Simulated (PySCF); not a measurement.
**Mo(NH)2(OH)2 (H$_{4}$MoN$_{2}$O$_{2}$): what the electrons do**

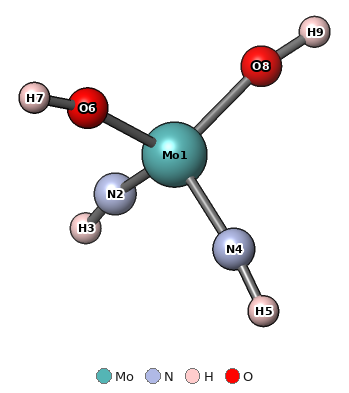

The molecule, with its atoms numbered as below. No frequency check shows the geometry to be a minimum.

Cartesian coordinates (Å):

```
Mo1      0.0001    0.0179    0.0000
N2       0.0209    1.0135   -1.4220
H3       0.0280    1.7303   -2.1347
N4      -0.0211    1.0135    1.4220
H5      -0.0282    1.7303    2.1346
O6       1.4992   -0.9854    0.0213
H7       2.3995   -1.3186    0.0060
O8      -1.4995   -0.9853   -0.0213
H9      -2.3997   -1.3185   -0.0060
```

## 1. Bonding charge

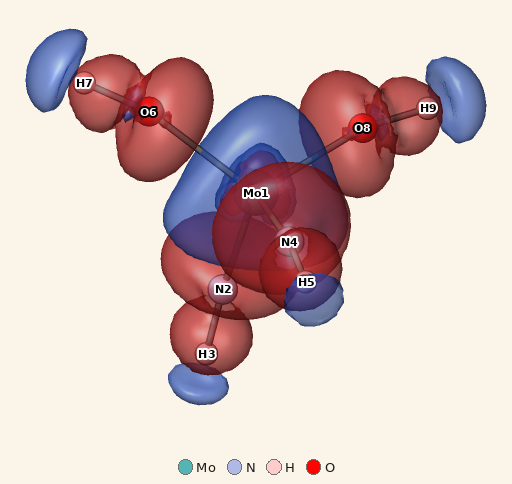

Deformation density (molecule less spherical, spin-averaged free atoms at the same positions), surfaces at ±0.07 e/Å³; red: gain, blue: loss.

Method: CAM-B3LYP/def2-TZVP; geometry: GFN2-xTB; program: PySCF. Core potentials replace the inner electrons of Mo; spin–orbit coupling isn't included. This is a single-reference result, which may miss multireference character in this system.

> Describe the bonding that the map shows.

N2–H3 and N4–H5: +0.83 e/Å³ at the bond critical point (bond length 1.01 Å, Mayer order 0.9). Mo1–N4 and Mo1–N2: +0.14 e/Å³ at the bond critical point (bond length 1.74 Å, Mayer order 1.9). Mo1–O6 and Mo1–O8: −0.02 e/Å³ at the bond critical point (bond length 1.80 Å, Mayer order 0.8); up to 0.6 Å beside the axis the gain reaches +0.23 e/Å³. In all, 2.5 electrons gather in the regions of gain relative to the promolecule. A small or negative value marks a very polar bond, one between electron-rich atoms, whose free-atom densities already overlap strongly, a long bond to a heavier atom, or a closed-shell contact such as a hydrogen bond.

> Where do the Hirshfeld charges lie?

The highest Hirshfeld charge is on Mo1 (+0.86 e), the lowest on N2 and N4 (−0.39 e).

```json
{"atom": "Mo1", "charge (e)": "+0.86"}
{"atom": "N2", "charge (e)": "−0.39"}
{"atom": "H3", "charge (e)": "+0.12"}
{"atom": "N4", "charge (e)": "−0.39"}
{"atom": "H5", "charge (e)": "+0.12"}
{"atom": "O6", "charge (e)": "−0.35"}
{"atom": "H7", "charge (e)": "+0.19"}
{"atom": "O8", "charge (e)": "−0.35"}
{"atom": "H9", "charge (e)": "+0.19"}
```

## 2. Electrostatic potential

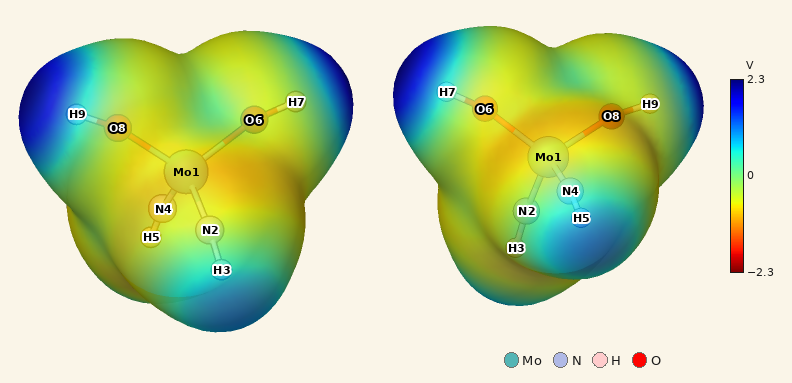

Electrostatic potential on the surface of electron density 0.001 a.u. (back view left, front view right).

> Where are the extremes of the potential on the surface?

Highest: 2.21 V, 1.2 Å from H7, and at like points elsewhere. Further maxima include 1.25 V, 1.3 Å from H5, and at like points elsewhere; 0.25 V, off the Mo1–O6 bond (2.2 Å from its atoms). Lowest: −0.95 V, near N2 (2.09 Å), H3 (2.21 Å) and N4 (2.26 Å). Further minima include −0.63 V, 1.9 Å from O8. The surface is sampled at points, so like sites can differ by a few per cent and only the strongest of them is named.

## 3. Removing or adding an electron

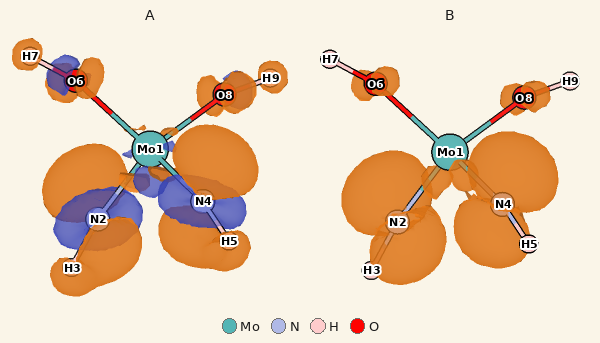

The Fukui function f⁻ from two separate SCF calculations and the density of the HOMO, at ±0.04 e/Å³ (orange positive, blue negative).

PySCF calculation, B3LYP/def2-SVPD, gas phase; geometry: GFN2-xTB. Core potentials replace the inner electrons of Mo; spin–orbit coupling isn't included. This is a single-reference result, which may miss multireference character in this system.

> Which panel is which, and how good is the frozen-orbital picture?

A is f⁻ (it has negative regions), B the HOMO density. The HOMO lies on N2 and N4 (37 % each) and Mo1 (13 %); f⁻ (Hirshfeld-condensed) is largest on N2 and N4 (0.20 each) and Mo1 (0.18); the vertical ionisation energy is 8.73 eV (the stability of the cation's solution wasn't checked). Relaxation shifts 33 % of the electron between atoms. The orbital energy is −6.60 eV.
